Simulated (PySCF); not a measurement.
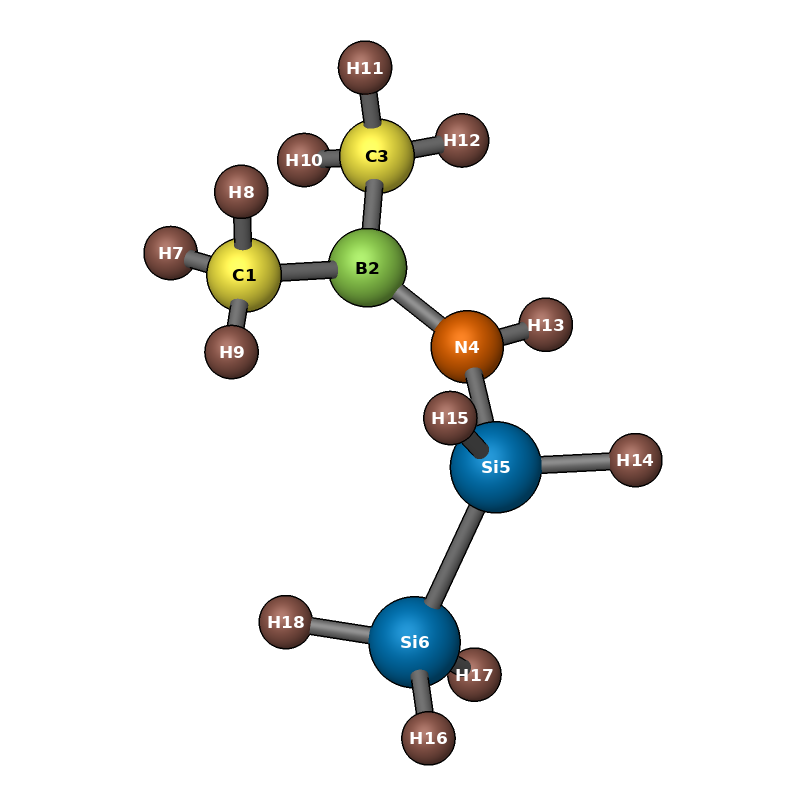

Geometry: a frame of a GFN2-xTB molecular-dynamics simulation, not a minimum. Method: GIAO PBE0/pcSseg-1 NMR shielding, non-relativistic, gas phase (PySCF 2.14.0). Principal shieldings σ11 ≤ σ22 ≤ σ33, span Ω = σ33 − σ11, skew κ = 3(σiso − σ22)/Ω.

Give the shielding tensors of the B atoms.

```csv
atom,σ11,σ22,σ33,σiso,Ω,κ
B2,15.1,25.4,112.0,50.8,96.9,0.79
```

Shieldings and span in ppm.
